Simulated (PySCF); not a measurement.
Cd(tBu)(OMe), C₅H₁₂CdO, SMILES C[O][Cd][C](C)(C)C, GFN2-xTB optimised geometry. Atoms within 1.6 Å of the plane z = 0.0 Å (x, y, z in Å): Cd1 (-0.67, -0.76, 0.00), C2 (1.54, -0.76, 0.00), C3 (1.92, -0.04, 1.28), C4 (2.21, -2.13, -0.07), C5 (1.91, 0.09, -1.21), H6 (3.00, 0.16, 1.30), H8 (1.40, 0.92, 1.35), H9 (1.95, -2.75, 0.79), H10 (1.94, -2.66, -0.98), H11 (3.30, -2.00, -0.07), H13 (1.38, 1.04, -1.18), H14 (2.98, 0.29, -1.22), O15 (-1.43, 1.18, 0.00), C16 (-2.73, 1.65, -0.01), H17 (-2.70, 2.75, -0.03), H18 (-3.29, 1.32, -0.90), H19 (-3.30, 1.35, 0.89).

Level of theory: PBE0/def2-SVP, def2 effective core potentials past Kr (PySCF). The core electrons that the potentials of Cd replace are not part of the density. Cells within 0.4 Å of a nucleus heavier than hydrogen are left out (blank, or x).

Map of the LUMO amplitude (bohr^(-3/2)) on the plane z = 0.0 Å; orbital energy -2.30 eV, overall sign arbitrary:

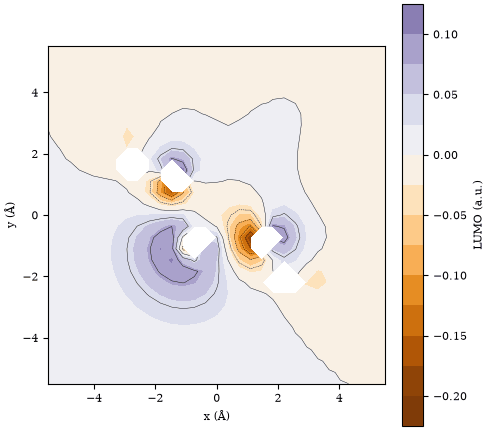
*LUMO amplitude (bohr^(-3/2)) on the plane z = 0.0 Å.*
